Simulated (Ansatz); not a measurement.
**BH₂···CH₃F (doublet): density, localisation and related maps**

Input

```
crystal:
  periodic: [false, false, false]
  atoms:
    - { symbol: B, position_ang: [-0.007584, 0.466597, -0.170937] }
    - { symbol: F, position_ang: [-0.02848, -0.815381, 1.989839] }
    - { symbol: H, position_ang: [1.072922, 0.079803, -0.462355] }
    - { symbol: H, position_ang: [-1.053588, 0.019117, -0.498903] }
    - { symbol: C, position_ang: [-0.001331, -0.080933, 3.131691] }
    - { symbol: H, position_ang: [-0.556974, -0.608198, 3.901859] }
    - { symbol: H, position_ang: [1.028856, 0.050099, 3.449258] }
    - { symbol: H, position_ang: [-0.453721, 0.888796, 2.951048] }
magnetization:
  spin_polarized: true
  initial_magnetization: 1
basis:
  gaussian: { orbitals: "6-31G*" }
hamiltonian:
  xc: { name: BHLYP }
  dispersion: d4
relax:
  f_tol: 0.03
  max_steps: 50
output:
  orbitals: {}
```

Launched as:

```sh
ansatz run input.yaml --threads 1 --pin off --max-ram 2048MiB --backend cpu --events-out ev --progress --plain --runs-dir out
```

The fields are those of the relaxed geometry.

Theory: UKS BHLYP-D4/6-31G* in Ansatz.

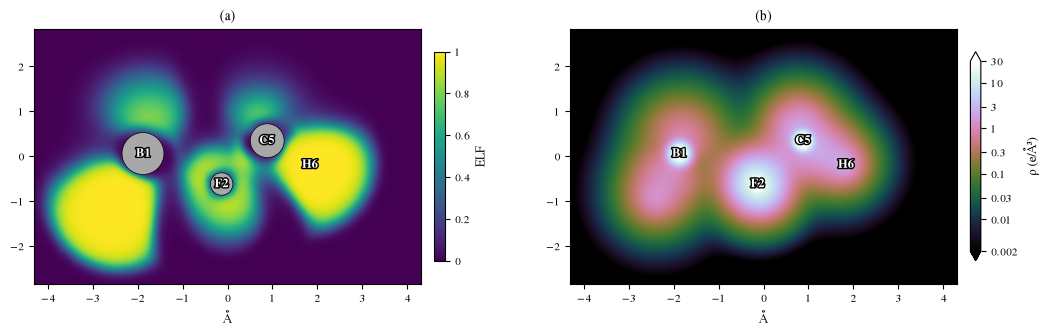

Figure 1. (a) electron localisation function; (b) electron density on the plane of atoms F2, C5 and H6. Grey discs cover the atomic cores in the ELF map.

What does the map show?

Answer.
- The section cuts through B, F, C and H sites.
- B1···F2 (1.88 Å): the density falls to about 0.27 e/Å³ on the way; the ELF peaks at about 0.90 in the valence shell of F, 0.5 Å from its nucleus, and is about 0.45 at the midpoint.
- C–F (1.40 Å): ρ is about 1.9 e/Å³ halfway, with its minimum of 1.4 e/Å³ about 0.5 Å from C; the ELF peaks at about 0.85 between the atoms: a polar covalent bond.
- C–H (1.08 Å): the density is about 2.1 e/Å³ at the midpoint; the ELF climbs to about 1 towards the hydrogen, as it does in any bond to H: an ordinary covalent bond to hydrogen.
- The ELF also peaks beside F2, away from the bonds: non-bonding electrons, paired or unpaired.

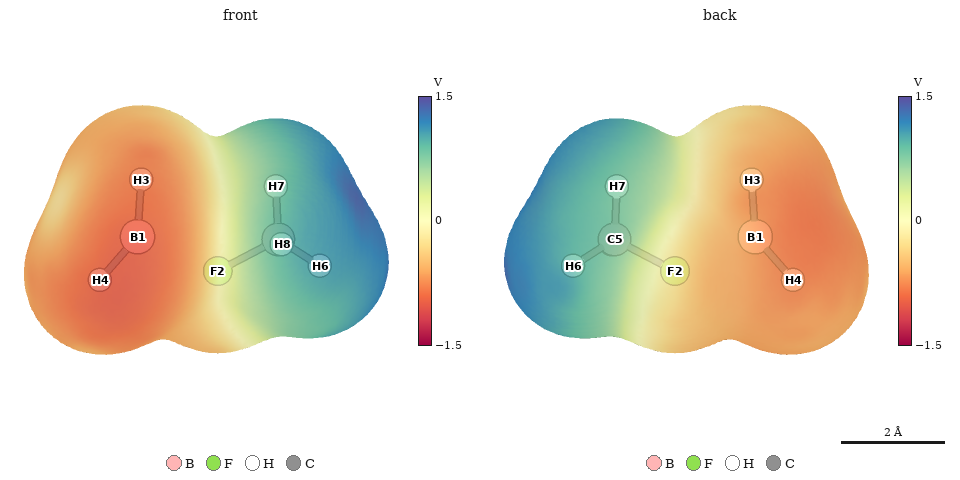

Figure 2. The electrostatic potential painted on the density surface at 0.001 e/bohr³, seen from the front and from behind; red is negative and blue positive.

Where is the surface potential most negative and most positive?

Answer. The most negative region (about −1.0 V) lies over H4, the most positive (about +1.4 V) over C5 and H6.

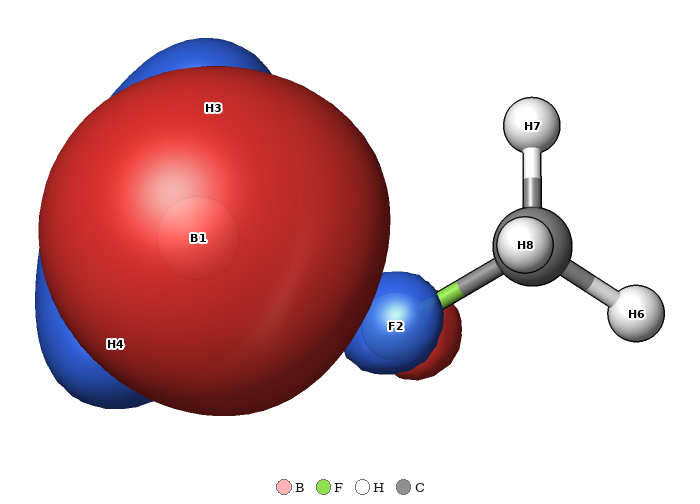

Figure 3. The HOMO (α) at ±0.1 Å⁻³ᐟ² (blue and red are the two phases), seen across its widest extent.

Describe this orbital and give its energy.

Answer. By Hirshfeld shares it lies mainly on B1 (about 80 %), H3 (about 10 %) and H4 (about 5 %). Its energy is −5.81 eV.
